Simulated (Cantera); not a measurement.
A closed system holds: 1 mol TiCl4, a varied amount of CH4, equilibrated at 1777 °C and 0.560 bar.

Equilibrium computed with Cantera from the NASA thermochemical tables; the gas is ideal and each condensed phase is pure. Candidate condensed phases: C, C6H6, C7H8, C8H18, Ti, TiC, TiCl2, TiCl3, TiCl4; 96 gas species. The tables' values for TiCl2 are old estimates; treat these amounts as uncertain. TiC: taken at fixed stoichiometry. Kinetics and transport are ignored.

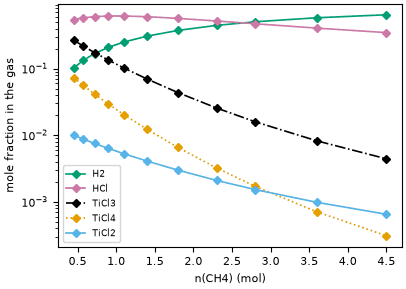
Fig. 1. Equilibrium gas composition (values under 1e-9 drawn at 1e-9)

From 0.45 mol CH4 to 4.5 mol CH4 the condensed part is C(graphite) + TiC(s). The main Ti-bearing gas is TiCl3 throughout. The share of Ti in condensed phases is highest at 4.5 mol CH4 (94.1 %) and lowest at 0.45 mol CH4 (15.6 %).
